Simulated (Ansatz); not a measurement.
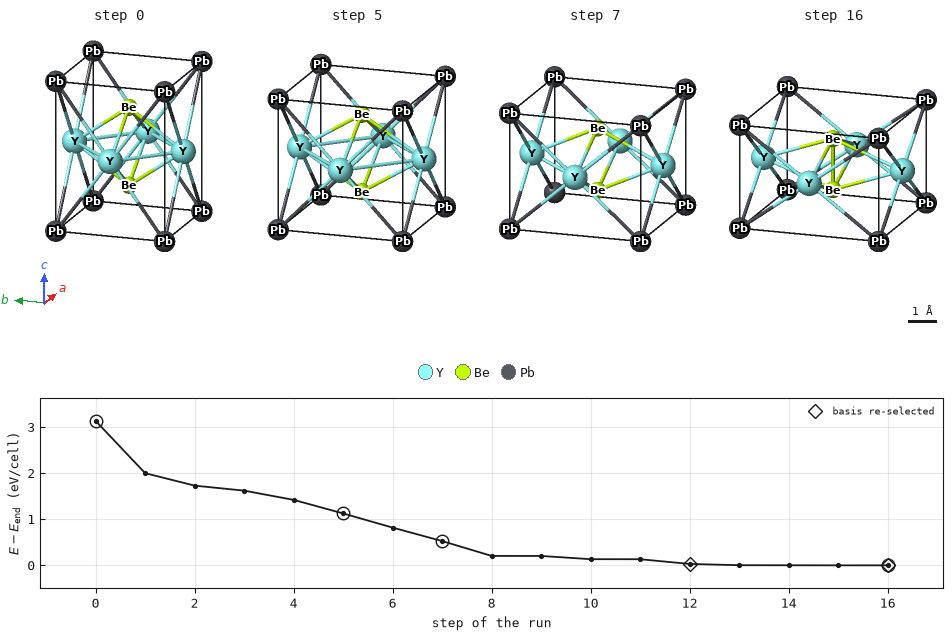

Frames of a relaxation of solid Y₂Be₂Pb (a generated structure, set up in P4/mmm) (coarse preliminary run), marked on the history of the run. The picture is a ball-and-stick view of the cell of the calculation, seen from a free direction.

Method: DFT PBE, scalar-relativistic, plane waves, PAW in Ansatz 0.2.0.

The input:
```yaml
crystal:
  lattice:
    - [4.2193275, 0.0, 0.0]
    - [0.0, 4.2193275, 0.0]
    - [0.0, 0.0, 5.72339353]
  atoms:
    - { symbol: "Y", position: [0.0, 0.5, 0.5] }
    - { symbol: "Y", position: [0.5, 0.0, 0.5] }
    - { symbol: Be, position: [0.5, 0.5, 0.23999999] }
    - { symbol: Be, position: [0.5, 0.5, 0.76000001] }
    - { symbol: Pb, position: [0.0, 0.0, 0.0] }
basis:
  ecutwfc: 420
kpoints:
  mp_grid: { grid: [4, 4, 4] }
hamiltonian:
  xc: pbe
scf:
  occupations: { method: gaussian, width: 0.1 }
  lower_state_search: "off"
output:
  forces: true
  stress: true
  eigenvalues: true
relax:
  adjacent_minimum: "off"
  f_tol: 0.04
  max_steps: 70
  cell: { stress_tol: 0.4 }
```

Run as
```bash
ansatz run input.yaml --threads 1 --pin off --max-ram 2560MiB --backend cpu --events-out ev --progress --plain --runs-dir out
```

### Describe the path.

The energy falls by 3.137 eV per cell of the calculation in 14 accepted moves (16 points after the start). The largest force component goes from 2.6 to 0.0042 eV/Å. The pressure goes from 9.55 to 0.00 GPa. At 2 points the geometry stayed and the basis and grid were re-selected for the new cell (energy shift of 0.102 eV per cell of the calculation at most each time). The largest moves relative to the cell, 0.050 Å, are those of Be3 and Be4. Be3 goes along +c. Y and Pb stay in place. The drawn cell changes as follows: a = b 4.219 → 5.387 Å (+27.7 %), c 5.723 → 3.940 Å (−31.2 %); the volume changes by +12.2 %. Among the contacts that change: Be3–Be4 2.976 → 1.949 Å, Y1–Y2 2.984 → 3.809 Å, Be3–Be4 (another image) 2.747 → 1.991 Å, Y1–Be3 2.582 → 2.864 Å. New bonds form: Be3–Be4 (2.98 → 1.95 Å). Bond angles that change, for instance: Y1–Be3–Y1 109.6° → 140.2°, Y1–Be3–Y2 70.6° → 83.4°. The space group stays P4/mmm (No. 123). From step 0 to 5: Be atoms move most (0.18 Å), volume +14.1 %, energy −2.010 eV per cell of the calculation. From step 5 to 7: Be atoms move most (0.12 Å), volume −1.7 %, energy −0.600 eV per cell of the calculation. From step 7 to 16: Be atoms move most (0.09 Å), energy −0.527 eV per cell of the calculation.

```json
{"step": "0", "E − E(0), meV/atom": "0.00", "largest force component, eV/Å": "2.5605", "pressure, GPa": "9.55", "volume, Å³/atom": "20.378", "note": ""}
{"step": "1", "E − E(0), meV/atom": "-227.06", "largest force component, eV/Å": "1.4322", "pressure, GPa": "2.95", "volume, Å³/atom": "21.567", "note": ""}
{"step": "2", "E − E(0), meV/atom": "-281.25", "largest force component, eV/Å": "0.8621", "pressure, GPa": "2.06", "volume, Å³/atom": "21.684", "note": ""}
{"step": "3", "E − E(0), meV/atom": "-302.99", "largest force component, eV/Å": "0.2497", "pressure, GPa": "0.78", "volume, Å³/atom": "22.336", "note": ""}
{"step": "4", "E − E(0), meV/atom": "-343.15", "largest force component, eV/Å": "0.2532", "pressure, GPa": "-0.46", "volume, Å³/atom": "23.128", "note": ""}
{"step": "5", "E − E(0), meV/atom": "-402.02", "largest force component, eV/Å": "0.1752", "pressure, GPa": "-0.73", "volume, Å³/atom": "23.253", "note": ""}
{"step": "6", "E − E(0), meV/atom": "-463.59", "largest force component, eV/Å": "0.4908", "pressure, GPa": "-1.42", "volume, Å³/atom": "23.430", "note": ""}
{"step": "7", "E − E(0), meV/atom": "-522.09", "largest force component, eV/Å": "0.6042", "pressure, GPa": "-0.83", "volume, Å³/atom": "22.859", "note": ""}
{"step": "8", "E − E(0), meV/atom": "-586.47", "largest force component, eV/Å": "0.3354", "pressure, GPa": "-0.01", "volume, Å³/atom": "22.313", "note": ""}
{"step": "9", "E − E(0), meV/atom": "-586.62", "largest force component, eV/Å": "1.1108", "pressure, GPa": "1.91", "volume, Å³/atom": "21.733", "note": ""}
{"step": "10", "E − E(0), meV/atom": "-600.67", "largest force component, eV/Å": "0.0486", "pressure, GPa": "-0.36", "volume, Å³/atom": "22.396", "note": ""}
{"step": "11", "E − E(0), meV/atom": "-600.84", "largest force component, eV/Å": "0.0083", "pressure, GPa": "0.05", "volume, Å³/atom": "22.257", "note": ""}
{"step": "12", "E − E(0), meV/atom": "-621.34", "largest force component, eV/Å": "0.0087", "pressure, GPa": "1.36", "volume, Å³/atom": "22.257", "note": "same geometry, new basis"}
{"step": "13", "E − E(0), meV/atom": "-626.78", "largest force component, eV/Å": "0.0218", "pressure, GPa": "0.35", "volume, Å³/atom": "22.705", "note": ""}
{"step": "14", "E − E(0), meV/atom": "-627.04", "largest force component, eV/Å": "0.0107", "pressure, GPa": "-0.05", "volume, Å³/atom": "22.902", "note": ""}
{"step": "15", "E − E(0), meV/atom": "-627.36", "largest force component, eV/Å": "0.0041", "pressure, GPa": "0.00", "volume, Å³/atom": "22.868", "note": ""}
{"step": "16", "E − E(0), meV/atom": "-627.41", "largest force component, eV/Å": "0.0042", "pressure, GPa": "0.00", "volume, Å³/atom": "22.868", "note": "same geometry, new basis"}
```

Limits of the set-up: the k-point mesh is coarse for a cell with partly filled bands.
